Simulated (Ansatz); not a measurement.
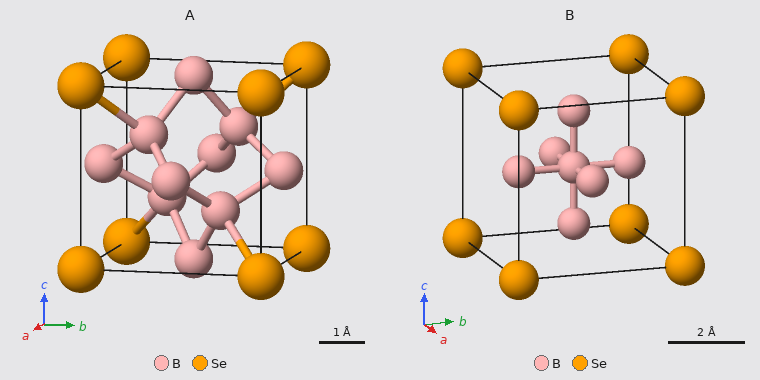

Two structures of B₇Se, each relaxed to rest (conventional cells in solid outline, small ones repeated, not to one scale). Method: DFT PBE, scalar-relativistic, plane waves, PAW (Ansatz), without spin polarisation.

Describe A and B.

Answer. A: 8 atoms a cell on a primitive cubic lattice, P-43m. B: 8 atoms a cell on a primitive cubic lattice, Pm-3m.

Which polymorph is favoured?

Answer. A is lower, by 731 meV/atom at this level of theory (energies at zero smearing). Volumes: A 9.3, B 12.7 Å³/atom.

One or both may be structure types tried for this composition rather than known phases.
